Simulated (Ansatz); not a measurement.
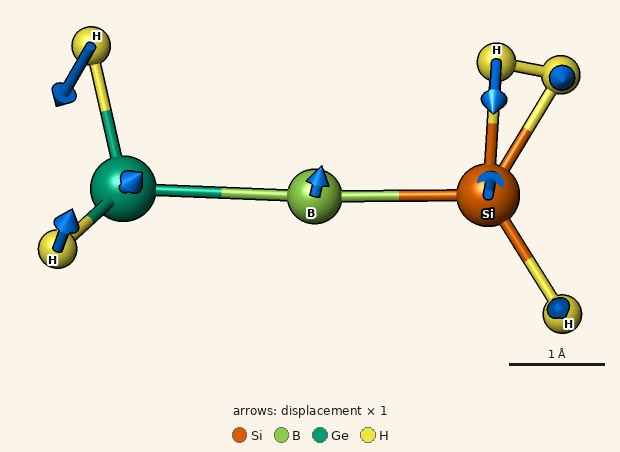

This is a relaxation of BGeSiH5. The starting structure is drawn; blue arrows show the displacements, at their true length. The two geometries are superimposed by the best rigid fit.

A ball-and-stick model, seen at a tilt.

It is one of the separated reactants of a reaction.

All numbers below come from RKS PBE-D4/def2-SVP (Ansatz 0.2.0). (force threshold 0.03 eV/Å; at most 250 steps)

> What happened in the run?

The largest move after the best rigid fit is that of an H atom, 1.03 Å. By element the largest moves are H 1.03 Å, Si 0.76 Å, Ge 0.40 Å, B 0.35 Å. Some distances before and after: H–Si 1.420 → 1.720 Å, H–Si 1.479 → 1.696 Å, H–H 0.727 → 0.943 Å, B–Ge 2.019 → 1.890 Å. Bond angles that change, for instance: H–Si–H 142.4° → 89.8°, B–Si–H 94.5° → 69.8°, B–Si–H 121.5° → 98.1°. Over 13 geometry steps the energy falls by 3.324 eV. The largest force component goes from 6.4 to 0.024 eV/Å. The run took 21 s on 2 threads of Arm Neoverse V2, with other jobs on the host.
